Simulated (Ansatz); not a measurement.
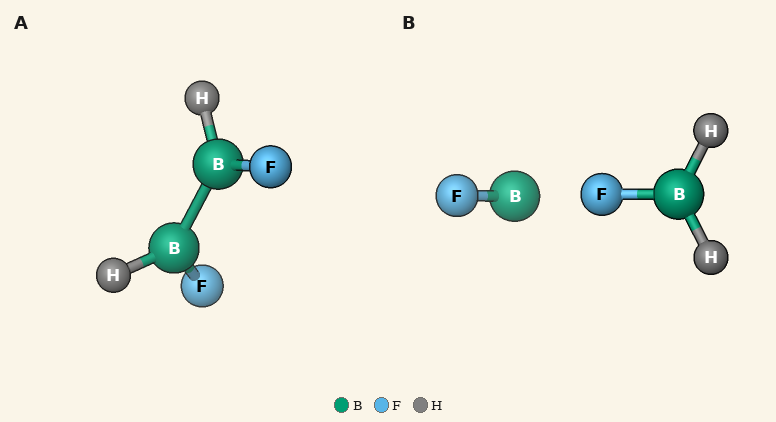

2 stationary structures of one formula. Geometries: PBE-D4/def2-SVP. Electronic energies: PBE-D4/def2-SVP (Ansatz 0.2.0), without zero-point energy. No frequency run is at hand to confirm each as a minimum.

**Which structure is the most stable?**

A is lowest (C2); B lies 2.021 eV above it (Cs).
